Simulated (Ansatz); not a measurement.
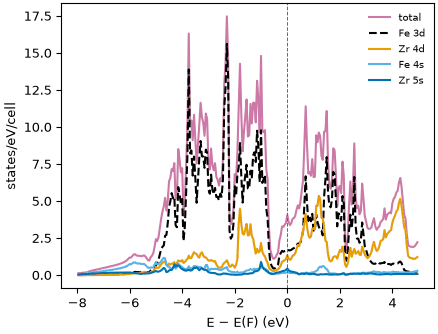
Fig. 1. Total and projected density of states of ZrFe$_{2}$ (cubic Laves (MgCu2 type), space group No. 227), r²SCAN (plane waves, PAW; program Ansatz)

Question: Which orbitals carry the states next to the Fermi level?

Answer: Within 0.5 eV of the Fermi level: Fe 3d 47 %, Zr 4d 34 %, Zr 5s 7 %, outside the projected shells 8 %. Projections are on Löwdin-orthogonalised atomic valence shells; empty p or d shells of many metals are not among them.

Question: Where is the tallest occupied peak in this window, and what makes it?

Answer: Near -2.3 eV, about 17 states/eV per cell; the largest projected share is Fe 3d.

Space group Fd-3m (cubic Laves (MgCu2 type)). The workflow started from a Materials Project entry (that database holds measured and hypothetical structures alike); the Crystallography Open Database files this formula in space group No. 227, but the cells were not matched. Whether it is the stable phase at ambient conditions was not checked. The r²SCAN relaxation kept the symmetry of its start, as lowered by the spin order; whether a distortion lowers the energy is not shown. The final state is ferrimagnetic, chosen from 4 collinear starts compared on coarse meshes (ties went to the first, and starts can fall back to one state), not a proven ground state. Other orbital occupations within this spin state were not tried. Spin–orbit coupling is left out wherever it is not named.

Potentials: the later of the program's two PAW sets.
